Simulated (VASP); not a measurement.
Band structure of Li2Se (antifluorite). Computed with vdW-DF-cx, VASP's PBE PAW potentials (set 64) (plane waves; VASP).

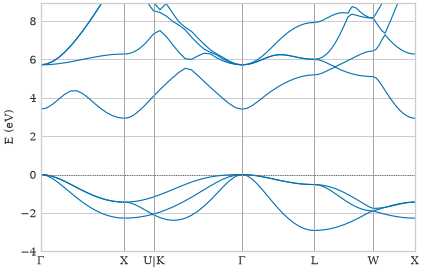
Fig. 1. Bands along high-symmetry lines, zero at the valence-band maximum or, without a gap, the Fermi level

Read the plot: is there a gap, and where are the band edges?

The gap is indirect, 2.94 eV, from the valence maximum at Γ to the conduction minimum at X. (Edges off the drawn lines would not show.)

The compound is Li2Se in the antifluorite structure. It was relaxed first.
